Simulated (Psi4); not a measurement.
# TPSS/def2-TZVP (sweep point 3) run of [NO3]− (nitrate)

What is the vertical ionisation energy of [NO3]− (nitrate) at TPSS/def2-TZVP (sweep point 3)? 

The calculation is run with Psi4 1.11.

4 further runs of the same task are left out: 4 set aside as unsound or not needed.

## (1) The system as given

The species is [NO3]− (4 atoms), meant as a singlet with charge -1. SMILES: `O=[N+]([O-])[O-]`. Geometry: relaxed at GFN2-xTB.

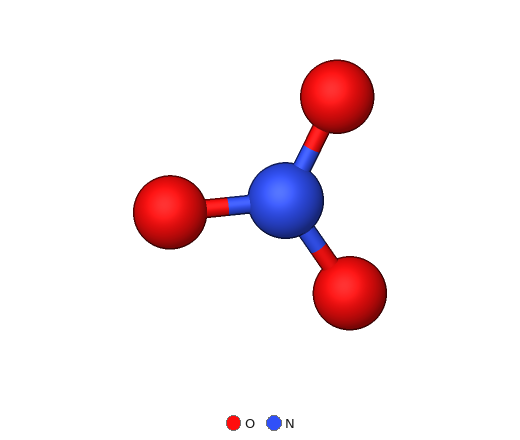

Viewed from a chosen angle; oxygen red, nitrogen blue.

## (2) A single-point energy at TPSS/def2-TZVP (sweep point 3)

Contents of job.inp:

```
memory 1600 MB

molecule geom {
  -1 1
  O      0.295750     0.520330     1.080370
  N     -0.005970    -0.003400     0.003140
  O      0.467940    -1.101740    -0.303400
  O     -0.757710     0.584820    -0.780120
  units angstrom
  symmetry c1
}

set {
  puream               true
  scf_type             pk
  dft_radial_points    35
  dft_spherical_points 110
}

e = energy("tpss/def2-TZVP")
```

Launch:

```console
psi4 job.inp job.out -n 1
```

job.out:

```text
[...]
  Running in c1 symmetry.
[...]
  Nuclear repulsion =  119.490016718017088
[...]
  Multiplicity = 1
[...]
  Nalpha       = 16
  Nbeta        = 16
[...]
    Number of basis functions: 124
[...]
   @RKS iter   1:  -280.22538544652053    6.60615e-02   7.56982e-03 DIIS/ADIIS
[...]
   @RKS iter   8:  -280.52040567608100   -1.07750e-07   3.04385e-07 DIIS
[...]
    Orbital Energies [Eh]
    ---------------------
    Doubly Occupied:
       1A    -18.651253     2A    -18.651201     3A    -18.651097
       4A    -14.109352     5A     -0.943308     6A     -0.727643
       7A     -0.727457     8A     -0.314999     9A     -0.269838
      10A     -0.235010    11A     -0.234999    12A     -0.045747
      13A     -0.045681    14A     -0.033288    15A     -0.033204
      16A      0.030242
[...]
  @RKS Final Energy:  -280.52040567608100
   => Energetics <=
    Nuclear Repulsion Energy =            119.4900167180170882
    One-Electron Energy =                -630.1807722946936110
    Two-Electron Energy =                 263.1409066913022343
    DFT Exchange-Correlation Energy =     -32.9705567907067305
    Empirical Dispersion Energy =           0.0000000000000000
    VV10 Nonlocal Energy =                  0.0000000000000000
    Total Energy =                       -280.5204056760809976
[...]
 Multipole Moments:
 ------------------------------------------------------------------------------------
     Multipole            Electronic (a.u.)      Nuclear  (a.u.)        Total (a.u.)
 ------------------------------------------------------------------------------------
 L = 1.  Multiply by 2.5417464519 to convert [e a0] to [Debye]
 Dipole X            :         -0.0058580            0.0000438           -0.0058142
 Dipole Y            :         -0.0033968            0.0000250           -0.0033718
 Dipole Z            :          0.0020277           -0.0000231            0.0020047
 Magnitude           :                                                    0.0070138
[...]
```

Run time: 5.1 s. Hardware: 1 thread of Intel Xeon 6975P-C (Granite Rapids), shared host; peak memory 0.7 GiB.

## (3) Doublet neutral NO3 at the same level

Contents of calc.dat:

```
memory 1600 MB

molecule geom {
  0 2
  O      0.295750     0.520330     1.080370
  N     -0.005970    -0.003400     0.003140
  O      0.467940    -1.101740    -0.303400
  O     -0.757710     0.584820    -0.780120
  units angstrom
  symmetry c1
}

set {
  basis                def2-TZVP
  reference            uks
  puream               true
  scf_type             pk
  dft_radial_points    35
  dft_spherical_points 110
  maxiter              150
}

E = energy('tpss')
print_variables()
```

Launch:

```console
psi4 calc.dat calc.out -n 1
```

calc.out:

```text
[...]
  Running in c1 symmetry.
[...]
  Nuclear repulsion =  119.490016718017088
[...]
  Multiplicity = 2
[...]
  Nalpha       = 16
  Nbeta        = 15
[...]
    Number of basis functions: 124
[...]
   @UKS iter   1:  -280.28030139477755    1.11455e-02   5.11348e-03 ADIIS/DIIS
[...]
   @UKS iter   9:  -280.40424867050513   -4.37320e-07   8.56366e-07 DIIS
[...]
   @S^2 Observed:                7.532313734E-01
[...]
    Orbital Energies [Eh]
    ---------------------
    Alpha Occupied:
       1A    -19.004894     2A    -19.004885     3A    -19.004866
       4A    -14.422920     5A     -1.269738     6A     -1.060929
       7A     -1.060791     8A     -0.632094     9A     -0.576965
      10A     -0.554377    11A     -0.554336    12A     -0.383357
      13A     -0.383320    14A     -0.347808    15A     -0.347777
      16A     -0.320279
    Alpha Virtual:
      17A     -0.130024    18A      0.066575    19A      0.195750
      20A      0.205016    21A      0.205140    22A      0.282256
      23A      0.297309    24A      0.297416    25A      0.387216
[...]
  @UKS Final Energy:  -280.40424867050513
   => Energetics <=
    Nuclear Repulsion Energy =            119.4900167180170882
    One-Electron Energy =                -620.1750451064427807
    Two-Electron Energy =                 252.8496660220508829
    DFT Exchange-Correlation Energy =     -32.5688863041303449
    Empirical Dispersion Energy =           0.0000000000000000
    VV10 Nonlocal Energy =                  0.0000000000000000
    Total Energy =                       -280.4042486705051260
[...]
 Multipole Moments:
 ------------------------------------------------------------------------------------
     Multipole            Electronic (a.u.)      Nuclear  (a.u.)        Total (a.u.)
 ------------------------------------------------------------------------------------
 L = 1.  Multiply by 2.5417464519 to convert [e a0] to [Debye]
 Dipole X            :         -0.0047051            0.0000438           -0.0046612
 Dipole Y            :         -0.0028374            0.0000250           -0.0028125
 Dipole Z            :          0.0023704           -0.0000231            0.0023473
 Magnitude           :                                                    0.0059285
[...]
```

It took 6 s on 1 thread of Intel Xeon 6975P-C (Granite Rapids), shared host; peak memory 0.71 GiB.

## (4) Summary of results

At TPSS/def2-TZVP (sweep point 3):

| quantity | value |
| --- | --- |
| singlet [NO3]−: total energy | -280.52041 Eh |
| singlet [NO3]−: HOMO energy | 0.82 eV |
| singlet [NO3]−: LUMO energy | 4.85 eV |
| singlet [NO3]−: HOMO–LUMO gap (to an unbound level, set by the basis) | 4.03 eV |
| doublet neutral NO3: total energy | -280.40425 Eh |
| doublet neutral NO3: dipole moment | 0.02 D |
| doublet neutral NO3: HOMO energy (highest over α and β) | -8.72 eV |
| doublet neutral NO3: LUMO energy (lowest over α and β) | -7.19 eV |
| doublet neutral NO3: ⟨S²⟩ | 0.753 |
| vertical detachment energy (to the doublet neutral) | 3.161 eV |

The vertical ionisation energy comes to 3.16 eV (305 kJ/mol). −ε(HOMO) before ionisation, -0.82 eV, is 3.98 eV below this ionisation energy. The HOMO (singlet [NO3]−) lies at positive energy, 0.82 eV, as semi-local functionals often give for anions; only total energies tell whether the electron is bound.
